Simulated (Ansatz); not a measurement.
## Pressure series in InSb

The parent structure is InSb in the zinc blende structure (space group F-43m, No. 216; a = 6.556 Å).

Cell and atoms are relaxed at each pressure.

Computed with Kohn–Sham DFT with the r2SCAN functional, run in Ansatz (a quantum-chemistry and plane-wave program) with PAW and 500 eV plane waves, spin-orbit coupling left out.

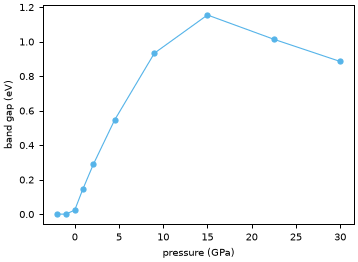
Figure: Band gap against pressure

Q: From the plot, what is the band gap for pressure 0.9 GPa?

A: About 0.14 eV.

Q: Is the trend monotonic over the range shown?

A: No, it turns within the range, spanning zero to 1.15 eV.

With Sb present, leaving out spin-orbit coupling can change the band edges. Load acts through the strain it causes; cell and atoms are relaxed under it. Stability against distortions was not tested. Tetrahedral semiconductors of this kind turn to denser phases somewhere between about 1 and 50 GPa; those were not computed, so compressed cells here can lie past the real transition. The final runs are not spin-polarised. Gaps under 0.05 eV, about the width of the smearing, are given as zero. A zero or small gap of InSb can be the functional's error rather than a property of the material.
